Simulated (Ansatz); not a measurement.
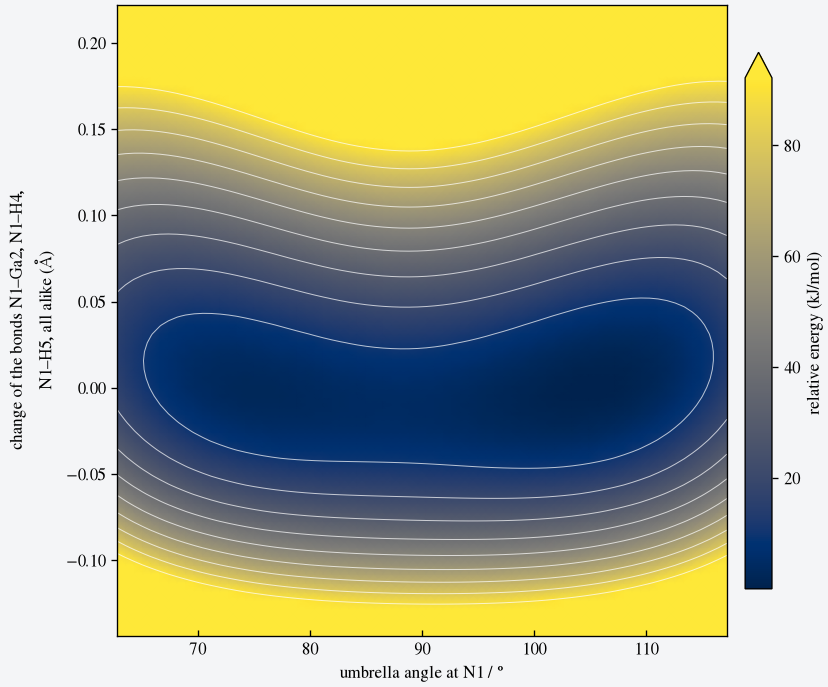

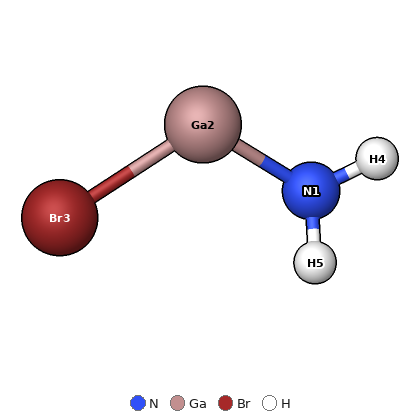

Energy landscape of BrGaH2N, SMILES [NH2][Ga][Br], spin multiplicity 2. Coordinates scanned: (1) umbrella angle at N1 (between each of its bonds and their common axis; 90 is planar); (2) change of the bonds N1–Ga2, N1–H4, N1–H5, all alike. Nothing is relaxed (all other coordinates rigid). The scan uses a 9 × 9 grid. Points are written as (first, second). Energies are in kJ/mol, from the relaxed molecule at the same level. These are results of UKS PBE-D4/def2-TZVP in Ansatz, not measurements.

In the figure: a smooth colour map with a few white contour lines, one colour for all values above the top of the scale. Between grid points the surface is interpolated. The second picture is the structure at the lowest point.

> Summarise what can be read from the map.

The lowest grid point is at (103.6°, −0.007 Å), 0.24 kJ/mol from the relaxed molecule at the same level. The highest grid point, (90.0°, 0.222 Å), lies 184 kJ/mol above the lowest.

The input of one point:

```yaml
crystal:
  periodic: [false, false, false]
  atoms:
    - { symbol: "N", position_ang: [-0.694268, 0.460435, -0.26036] }
    - { symbol: Ga, position_ang: [0.802351, 0.226612, 0.826851] }
    - { symbol: Br, position_ang: [1.496857, -2.001083, 1.112104] }
    - { symbol: H, position_ang: [-0.903538, 1.400298, -0.576113] }
    - { symbol: H, position_ang: [-0.791415, -0.20356, -1.022817] }
magnetization:
  spin_polarized: true
  initial_magnetization: 1
basis:
  gaussian: { orbitals: def2-TZVP }
hamiltonian:
  xc: pbe
  dispersion: d4
output:
  forces: true
```

The whole map (81 points run) took 11 min on 1 thread of Arm Neoverse V2 (shared host).
